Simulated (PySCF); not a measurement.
```json
{"atom": "C", "x (Å)": "1.8833", "y (Å)": "0.0954", "z (Å)": "0.4833"}
{"atom": "C", "x (Å)": "0.5632", "y (Å)": "0.0740", "z (Å)": "-0.2784"}
{"atom": "Si", "x (Å)": "-0.4237", "y (Å)": "1.7026", "z (Å)": "-0.2004"}
{"atom": "S", "x (Å)": "-2.3779", "y (Å)": "0.8175", "z (Å)": "-0.1708"}
{"atom": "C", "x (Å)": "-1.7532", "y (Å)": "-0.8823", "z (Å)": "-0.3852"}
{"atom": "C", "x (Å)": "-0.3770", "y (Å)": "-1.0028", "z (Å)": "0.2514"}
{"atom": "F", "x (Å)": "0.1251", "y (Å)": "-2.2608", "z (Å)": "-0.0325"}
{"atom": "H", "x (Å)": "2.5474", "y (Å)": "0.8492", "z (Å)": "0.0674"}
{"atom": "H", "x (Å)": "2.3759", "y (Å)": "-0.8733", "z (Å)": "0.4168"}
{"atom": "H", "x (Å)": "1.7192", "y (Å)": "0.3242", "z (Å)": "1.5344"}
{"atom": "H", "x (Å)": "0.7746", "y (Å)": "-0.1769", "z (Å)": "-1.3240"}
{"atom": "H", "x (Å)": "-0.2165", "y (Å)": "2.4291", "z (Å)": "1.0455"}
{"atom": "H", "x (Å)": "-0.2295", "y (Å)": "2.5231", "z (Å)": "-1.3893"}
{"atom": "H", "x (Å)": "-2.4711", "y (Å)": "-1.5577", "z (Å)": "0.0767"}
{"atom": "H", "x (Å)": "-1.6939", "y (Å)": "-1.1016", "z (Å)": "-1.4518"}
{"atom": "H", "x (Å)": "-0.4535", "y (Å)": "-0.9506", "z (Å)": "1.3454"}
```

Geometry: GFN2-xTB.

Level of theory: PBE0/pcSseg-1, SCF density, gas phase, non-relativistic (PySCF).

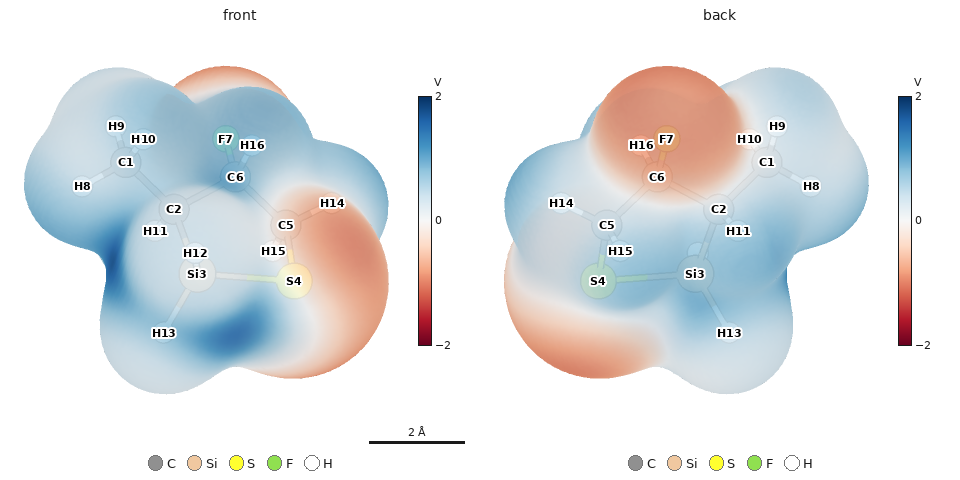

C4H9FSSi. The electrostatic potential painted on the density surface at 0.002 e/bohr³, seen from the front and from behind; red is negative and blue positive.

> Where is the surface potential most negative and most positive?

The most negative region (about −1.0 V) lies over S4 and F7, the most positive (about +1.6 V) over Si3.
